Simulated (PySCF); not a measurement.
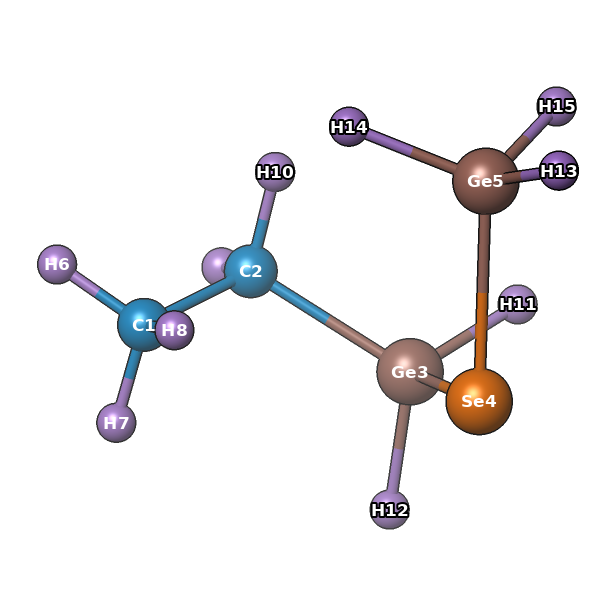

Ge3 lies behind Se4. The molecule seen a little off the Se4–Ge3 bond, Se4 in front. Depth is shown by fading: the farther an atom, the more it takes the colour of the background. The geometry was computed by an optimisation with PBE0-D3(BJ)/def2-SVP. No frequency run is at hand to confirm it as a minimum.

Q: What is the torsion angle Ge5–Se4–Ge3–C2? The sign is positive where the front bond must turn clockwise to cover the back bond.

A: −56°, synclinal (gauche).
